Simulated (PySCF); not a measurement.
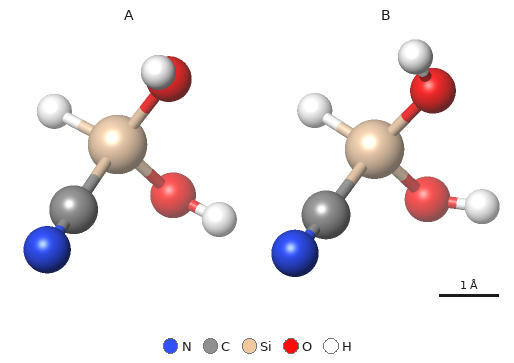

Two geometries of CH$_{3}$NO$_{2}$Si, drawn at one scale. One is the start of a relaxation, the other its converged end. Style: ball-and-stick. Shown from a free direction.

Computed with PySCF, PBE0-D3(BJ)/def2-SVP geometry optimisation, gas phase. 

Question: Which one is relaxed?

Answer: Structure A is the relaxed one. The start comes from GFN2-xTB. The energy falls by 8.50 kJ/mol in 14 geometry steps. Largest force component: 2 eV/Å at the start, 0.021 eV/Å at the end. An H atom moves most after the best rigid fit: 0.33 Å. Largest moves by element: H 0.33 Å, O 0.24 Å, N 0.17 Å, C 0.12 Å, Si 0.11 Å. Near-neighbour distances that change, for instance: O–Si 1.611 → 1.640 Å, H–Si 1.451 → 1.474 Å, O–Si 1.627 → 1.648 Å, C–N 1.145 → 1.160 Å. Bond angles that change, for instance: O–Si–O 107.1° → 111.4°, Si–O–H 122.6° → 118.5°, Si–O–H 121.5° → 118.2°. Groups turn about O–Si by about 40°, O–Si by about 30°.
